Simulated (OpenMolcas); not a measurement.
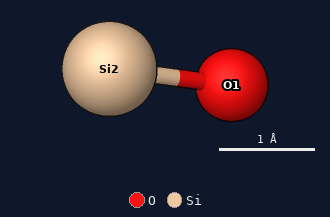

*The input geometry (ball-and-stick view, seen at a tilt; atoms are numbered from 1 in the order of the input).*

Bond lengths as drawn: O–Si 1.51 Å.

# Single-point calculation, with input and output: SiO (charge +1)

The run: single-point calculation of SiO, charge +1, multiplicity 2. Method and program: BHLYP/def2-TZVPPD, UKS (OpenMolcas 26.06).

The geometry is that of the parent species in another charge or spin state. The geometry comes from this level: PBE0-D4/def2-TZVP.

## Input
```
* OSi Kohn-Sham DFT
&gateway
baslib
$CurrDir
coord
2
bohr
O     -1.21074753     0.43747160    -0.61227126
Si     1.21074753    -0.43747160     0.61227126
basis
def2-TZVPPD
group
NoSym
&seward
gridinput
Grid=UltraFine
End of Grid
&scf
uhf
charge
1
spin
2
ksdft
HYB_GGA_XC_BHANDHLYP
thresholds
1e-10 1e-07 1e-07 1e-05
prorbitals
1 1
```

Hardware: 1 thread of AMD EPYC (Zen 4), 64 GiB of memory available, shared host.

Command:
```bash
export MOLCAS_MEM=1860
pymolcas calc.input > calc.log
```

## What the program printed
```
--- Start Module: gateway ---

                                              &GATEWAY

                       available to each process: 1.9 GB of memory, 1 thread

 Basis Set     1 Label: O.DEF2-TZVPPD
 Basis set is read from library:.
 basistype.tbl is not found

 Basis Set     2 Label: SI.DEF2-TZVPPD
 Basis set is read from library:.
 basistype.tbl is not found

++    Symmetry information:
      ---------------------

                    Character Table for C1

                             E
                    a        1  x, y, xy, Rz, z, xz, Ry, yz, Rx, I
--

++    Basis set information:
      ----------------------

      Basis set label: O.DEF2-TZVPPD.........

      Electronic valence basis set:
      ------------------
      Associated Effective Charge   8.000000 au
      Associated Actual Charge      8.000000 au
      Nuclear Model: Point charge

      Shell  nPrim  nBasis  Cartesian Spherical Contaminant
         s      12       6        X
         p       7       4        X
         d       3       3                 X
         f       1       1                 X

      Basis set label: SI.DEF2-TZVPPD.........

      Electronic valence basis set:
      ------------------
      Associated Effective Charge  14.000000 au
      Associated Actual Charge     14.000000 au
      Nuclear Model: Point charge

      Shell  nPrim  nBasis  Cartesian Spherical Contaminant
         s      15       6        X
         p       9       5        X
         d       4       4                 X
         f       1       1                 X
--

++    Molecular structure info:
      -------------------------

                    ************************************************
                    **** Cartesian Coordinates / bohr, angstrom ****
                    ************************************************

     Center  Label                x              y              z                     x              y              z
        1      O1              -1.210748       0.437472      -0.612271             -0.640700       0.231500      -0.324000
        2      SI2              1.210748      -0.437472       0.612271              0.640700      -0.231500       0.324000
--

            Nuclear Potential Energy             39.28333236 au

--- Stop Module: gateway /rc=_RC_ALL_IS_WELL_ ---

--- Start Module: seward ---

                                              &SEWARD

                       available to each process: 1.9 GB of memory, 1 thread

               SEWARD will generate:
                  Multipole Moment integrals up to order  2
                  Kinetic Energy integrals
                  Nuclear Attraction integrals (point charge)
                  One-Electron Hamiltonian integrals
                  Velocity integrals
                  Orbital angular momentum around (  0.3299  -0.1192   0.1668 )
                  Velocity quadrupole around (  0.3299  -0.1192   0.1668 )
                  Two-Electron Repulsion integrals

                   Integrals are discarded if absolute value <: 1.00E-14
                   Integral cutoff threshold is set to       <: 1.00E-16

            Nuclear Potential Energy             39.28333236 au

      Basis set specifications :
      Symmetry species         a
      Basis functions           88

--- Stop Module: seward /rc=_RC_ALL_IS_WELL_ ---
--- Module seward spent 2 seconds ---

--- Start Module: scf ---

                                                &SCF

                       available to each process: 1.9 GB of memory, 1 thread

++    Input section:
      --------------

      Header of the integral files:

      Cartesian coordinates in angstrom:
      -----------------------------------------------------
      No.  Label        X            Y            Z
      -----------------------------------------------------
       1   O1        -0.64070000   0.23150000  -0.32400000
       2   SI2        0.64070000  -0.23150000   0.32400000
      -----------------------------------------------------
      Nuclear repulsion energy =   39.28333236
--

++    Orbital specifications:
      -----------------------

      Symmetry species               1
                                     a
      Frozen orbitals                0
      Start temperature = 0.500
      End temperature   = 0.010
      Temperature Factor= 0.460
      Deleted orbitals               0
      Total number of orbitals      88
      Number of basis functions     88
--

      Molecular charge                           1.000

      Numerical integration parameters
      --------------------------------
      Radial quadrature type:                         MHL
      Size of radial grid:                            99
      Lebedev angular grid:                           41
      Angular grid pruned with the crowding factor:  1.00E+10
                                 and fading factor:  1.00E+01
      Screening threshold for integral computation:   1.00E-11
      Radial quadrature accuracy:                     1.00E-25
      Maximum batch size:                             128
      AO values are stored on disk
      The same grid will be used for all iterations.

      DFT functional specifications
      -----------------------------
      Using Libxc version: 6.2.2
      Please cite the following reference:
      S. Lehtola, C. Steigemann, M. J.T. Oliveira, and M. A.L. Marques.,  SoftwareX 7, 1–5 (2018) doi:10.1016/j.softx.2017.11.002

      * BHandHLYP
        - Defined through Gaussian implementation. doi:

++    Optimization specifications:
      ----------------------------

      SCF Algorithm: Conventional USCF
      D(i)-D(i-1) density differences are used
      Number of density matrices in core                 5
      Maximum number of NDDO SCF iterations            400
      Maximum number of HF SCF iterations              400
      Threshold for SCF energy change             1.00E-10
      Threshold for density matrix                1.00E-07
      Threshold for Fock matrix                   1.00E-07
      Threshold for linear dependence             1.00E-09
      Threshold at which DIIS is turned on        1.50E-01
      Maximum depth in the DIIS procedure                5
      Maximum depth in the BFGS Hessian update          30
      Threshold at which QNR/C2DIIS is turned on  7.50E-02
      Threshold for Norm(delta) (QNR/C2DIIS)      1.00E-05
      All orbitals punched on: UHFORB
--

      Input vectors read from INPORB
      Orbital file label: *Guess orbitals

++ Convergence information
                               UHF [...]      iterations: Energy and convergence statistics

Iter     Tot. [...]      One-elec.       Two-elec.     Energy      Max Dij or  Max Fij      DNorm      TNorm      AccCon     Time
         Energy          Energy          Energy        Change      Delta Norm                                                in Sec.
   1  -362.551185719  -584.029279313   182.194761237   0.00E+00    1.37E-01*   4.03E+00*    5.40E+00   1.32E+02   None         1.
   2  -362.764259948  -586.483574477   184.435982172  -2.13E-01*   3.60E-01*   2.84E-01*    2.58E+01   1.33E+02   EDIIS        1.
   3  -363.626819231  -588.256211752   185.346060165  -8.63E-01*   2.77E-01*   1.97E-01*    1.88E+01   1.33E+02   EDIIS        1.
   4  -363.602061413  -594.222975704   191.337581935   2.48E-02*   4.62E-01*   3.11E-01*    2.69E+00   1.36E+02   EDIIS        1.
   5  -364.084769167  -588.567333520   185.199231996  -4.83E-01*   1.62E-01*   9.35E-02*    1.50E+00   1.33E+02   EDIIS        1.
   6  -364.230996629  -591.802918873   188.288589887  -1.46E-01*   3.87E-01*   6.99E-02*    7.46E-01   1.35E+02   EDIIS        1.
   7  -364.262642042  -589.620018012   186.074043613  -3.16E-02*   6.92E-02*   5.28E-02*    6.66E-01   1.34E+02   EDIIS        1.
   8  -364.302848757  -590.848162638   187.261981524  -4.02E-02*   2.03E-01*   2.99E-02*    1.76E-01   1.34E+02   EDIIS        1.
   9  -364.298972180  -590.178972433   186.596667897   3.88E-03*   8.07E-02*   2.04E-02*    2.99E-01   1.34E+02   EDIIS        1.

       Fermi aufbau procedure completed!
      nOcc(alpha)=   11
      nOcc(beta) =   10

  10  -364.307160608  -590.582675035   186.992182071  -8.19E-03*   6.50E-02*   8.44E-03*    1.14E-01   1.34E+02   c2DIIS       1.
  11  -364.307811410  -590.569687118   186.978543351  -6.51E-04*   4.99E-02*   3.82E-03*    8.38E-02   1.34E+02   QNRc2DIIS    1.
  12  -364.308056426  -590.650725263   187.059336481  -2.45E-04*   9.11E-02*   9.29E-03*    4.89E-02   1.34E+02   QNRc2DIIS    1.
  13  -364.308546350  -590.600184966   187.008306259  -4.90E-04*   4.98E-02*   2.97E-03*    1.07E-01   1.34E+02   QNRc2DIIS    1.
  14  -364.308614542  -590.576863687   186.984916789  -6.82E-05*   5.60E-03*   3.06E-04*    5.76E-02   1.34E+02   QNRc2DIIS    1.
  15  -364.308617004  -590.577873516   186.985924155  -2.46E-06*   2.05E-03*   1.14E-04*    7.83E-03   1.34E+02   QNRc2DIIS    1.
  16  -364.308617241  -590.576763487   186.984813890  -2.37E-07*   1.16E-03*   3.23E-05*    2.27E-03   1.34E+02   QNRc2DIIS    1.
  17  -364.308617294  -590.577480956   186.985531306  -5.25E-08*   5.58E-04*   1.98E-05*    1.26E-03   1.34E+02   QNRc2DIIS    1.
  18  -364.308617305  -590.577071699   186.985122038  -1.11E-08*   3.20E-05*   4.32E-06*    6.79E-04   1.34E+02   QNRc2DIIS    1.
  19  -364.308617305  -590.577150918   186.985201257  -2.05E-10*   9.78E-06    9.22E-07*    5.21E-05   1.34E+02   QNRc2DIIS    1.
  20  -364.308617305  -590.577128847   186.985179185  -1.07E-11    1.74E-06    5.18E-07*    1.33E-05   1.34E+02   QNRc2DIIS    1.
  21  -364.308617305  -590.577138648   186.985188987  -7.39E-13    5.72E-07    1.91E-07*    3.06E-06   1.34E+02   QNRc2DIIS    1.
  22  -364.308617305  -590.577135564   186.985185903  -2.27E-13    1.45E-07    7.12E-08     1.10E-06   1.34E+02   QNRc2DIIS    1.

       Convergence after  22 Iterations
--

 *****************************************************************************************************************************
 *                                             SCF/KS-DFT Program, Final results                                             *
 *                                                       Final Results                                                       *
 *****************************************************************************************************************************

::    Total KS-DFT energy                            -364.3086173050
      One-electron energy                            -590.5771355645
      Two-electron energy                             186.9851859030
      Nuclear repulsion energy                         39.2833323565
      Kinetic energy (interpolated)                   363.5307591390
      Virial theorem                                    1.0021397314
      Total spin, S(S+1)                                0.7702461614
      Total spin, S                                     0.5100723545
      Max non-diagonal density matrix element           0.0000000817
      Max non-diagonal Fock matrix element              0.0000000145

      All orbitals with orbital energies smaller than  E(LUMO)+0.5 are printed

++    Molecular orbitals:
      -------------------

      Title: UKS-DFT orbitals (alpha)

      Molecular orbitals for symmetry species 1: a

          Orbital            1         2         3         4         5         6         7         8         9        10
          Energy          -67.5538  -20.0323   -6.0097   -4.2742   -4.2699   -4.2699   -1.4416   -0.8849   -0.7371   -0.7371
          Occ. No.          1.0000    1.0000    1.0000    1.0000    1.0000    1.0000    1.0000    1.0000    1.0000    1.0000

          Orbital           11        12        13        14        15        16        17        18        19        20
          Energy           -0.7160   -0.3220   -0.3220   -0.2000   -0.1299   -0.0857   -0.0857   -0.0566   -0.0566   -0.0533
          Occ. No.          1.0000    0.0000    0.0000    0.0000    0.0000    0.0000    0.0000    0.0000    0.0000    0.0000

          Orbital           21        22        23        24        25        26        27        28        29        30
          Energy           -0.0400   -0.0400    0.0026    0.0677    0.0913    0.0913    0.0950    0.1140    0.1140    0.1719
          Occ. No.          0.0000    0.0000    0.0000    0.0000    0.0000    0.0000    0.0000    0.0000    0.0000    0.0000

          Orbital           31
          Energy            0.1719
          Occ. No.          0.0000

--

      All orbitals with orbital energies smaller than  E(LUMO)+0.5 are printed

++    Molecular orbitals:
      -------------------

      Title: UKS-DFT orbitals (beta)

      Molecular orbitals for symmetry species 1: a

          Orbital            1         2         3         4         5         6         7         8         9        10
          Energy          -67.5510  -20.0109   -6.0065   -4.2689   -4.2689   -4.2620   -1.3728   -0.7518   -0.7143   -0.7143
          Occ. No.          1.0000    1.0000    1.0000    1.0000    1.0000    1.0000    1.0000    1.0000    1.0000    1.0000

          Orbital           11        12        13        14        15        16        17        18        19        20
          Energy           -0.4656   -0.3050   -0.3050   -0.1782   -0.1254   -0.0856   -0.0856   -0.0566   -0.0566   -0.0469
          Occ. No.          0.0000    0.0000    0.0000    0.0000    0.0000    0.0000    0.0000    0.0000    0.0000    0.0000

          Orbital           21        22        23
          Energy           -0.0387   -0.0387    0.0095
          Occ. No.          0.0000    0.0000    0.0000

--

++    Molecular charges:
      ------------------

      Mulliken charges per centre and basis function type
      ---------------------------------------------------

                            O1                      SI2
                     alpha        beta       alpha        beta
      1s           1.8933      1.8378      2.9457      2.8768
      2px          0.7817      0.3651      1.2912      1.0865
      2pz          0.8232      0.6954      1.1580      1.1222
      2py          0.8301      0.7510      1.1356      1.1282
      3d2+         0.0028      0.0020      0.0252      0.0241
      3d1+         0.0029      0.0014      0.0269      0.0245
      3d0          0.0021      0.0028      0.0181      0.0198
      3d1-         0.0011      0.0012      0.0094      0.0098
      3d2-         0.0030      0.0030      0.0266      0.0271
      4f3+         0.0002      0.0001      0.0049      0.0046
      4f2+         0.0002      0.0001      0.0030      0.0028
      4f1+         0.0002      0.0001      0.0064      0.0060
      4f0          0.0001      0.0000      0.0008      0.0007
      4f1-         0.0000      0.0000      0.0008      0.0008
      4f2-         0.0001      0.0001      0.0031      0.0029
      4f3-         0.0002      0.0001      0.0032      0.0030
      Total        4.3410      3.6602      6.6590      6.3398
      Total              8.0012                 12.9988

      Charge           -0.0012                  1.0012

      Total electronic charge=   21.000000

      Total            charge=    1.000000
--

++    Molecular orbitals:
      -------------------

      Title: Natural orbitals

      Molecular orbitals for symmetry species 1: a

          Orbital            1         2         3         4         5         6         7         8         9        10
          Energy          -67.5513  -16.8854   -8.9252   -4.2694   -4.2694   -4.4750   -1.4146   -0.7254   -0.7254   -0.8041
          Occ. No.          2.0000    2.0000    2.0000    2.0000    2.0000    2.0000    1.9996    1.9991    1.9991    1.9921

          Orbital           11        12        13        14        15        16        17        18        19        20
          Energy           -0.6028   -0.0095   -0.0810   -0.0810    1.2777    3.4323    0.4427    0.4428    6.7161    3.1478
          Occ. No.          1.0000    0.0079    0.0009    0.0009    0.0004    0.0000    0.0000    0.0000    0.0000    0.0000

          Orbital           21        22        23        24        25        26        27        28        29        30
          Energy            5.4704    0.4977    0.4940    0.4927   -0.0856    0.5658   -0.0856   -0.0468   -0.0483    0.0949
          Occ. No.          0.0000    0.0000    0.0000    0.0000    0.0000    0.0000    0.0000    0.0000    0.0000    0.0000

          Orbital           31        32        33        34        35        36        37        38        39        40
          Energy            0.3154    0.3119    0.4667    0.5717    0.1998    0.2011    0.6649    0.1145    0.1186    0.9232
          Occ. No.          0.0000    0.0000    0.0000    0.0000    0.0000    0.0000    0.0000    0.0000    0.0000    0.0000

          Orbital           41        42        43        44        45        46        47        48        49        50
          Energy            0.6837    0.4194    0.2732    0.3216    2.8421    0.7930    3.5995    0.7186    0.7265    3.1302
          Occ. No.          0.0000    0.0000    0.0000    0.0000    0.0000    0.0000    0.0000    0.0000    0.0000    0.0000

          Orbital           51        52        53        54        55        56        57        58        59        60
          Energy            0.5920    1.1216    0.8767    4.9689    2.8352    5.0076    2.0599    2.4133    1.5274    2.3297
          Occ. No.          0.0000    0.0000    0.0000    0.0000    0.0000    0.0000    0.0000    0.0000    0.0000    0.0000

          Orbital           61        62        63        64        65        66        67        68        69        70
          Energy            0.7193    3.3368    6.4502    3.9273    6.4421    1.7330    1.7944    4.1822   41.1684    0.7796
          Occ. No.          0.0000    0.0000    0.0000    0.0000    0.0000    0.0000    0.0000    0.0000    0.0000    0.0000

          Orbital           71        72        73        74        75        76
          Energy            1.5696    0.8791    4.1262    4.1262    5.0480    6.2601
          Occ. No.          0.0000    0.0000    0.0000    0.0000    0.0000    0.0000

--

++    Molecular properties:
      ---------------------

      Charge (e):
                      =    1.0000
      Dipole Moment (debye):
      Origin of the operator (angstrom)=    0.1746   -0.0631    0.0883
                   X=  3.6441E+00               Y= -1.3167E+00               Z=  1.8428E+00           Total=  4.2906E+00
      Center of Charge (angstrom)
                     X=    0.93326282               Y=   -0.33720984               Z=    0.47194811
      Quadrupole Moment (debye*angstrom):
      Origin of the operator (angstrom)=    0.1746   -0.0631    0.0883
                  XX= -1.1654E+01              XY= -4.0293E-01              XZ=  5.6392E-01              YY= -1.2624E+01
                  YZ= -2.0376E-01              ZZ= -1.2484E+01
      In traceless form (debye*angstrom)
                  XX=  8.9976E-01              XY= -6.0439E-01              XZ=  8.4588E-01              YY= -5.5457E-01
                  YZ= -3.0564E-01              ZZ= -3.4519E-01
--

--- Stop Module: scf /rc=_RC_ALL_IS_WELL_ ---
--- Module scf spent 16 seconds ---

.##################.
.# Happy landing! #.
.##################.

    Timing: Wall=19.21 User=15.65 System=3.51
```

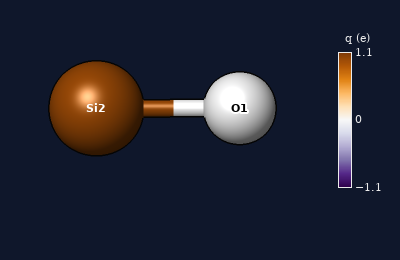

*Mulliken charges, as the colour of each atom (ball-and-stick view, seen on its broad side; atoms are numbered from 1 in the order of the input).*

By element: O 0.00 and Si +1.00 e.

## Key numbers

- outcome: converged
- total energy: −364.308617 hartree
- basis functions: 88
- ⟨S²⟩: 0.770
- wall time: 20 s
- peak memory: 0.48 GiB
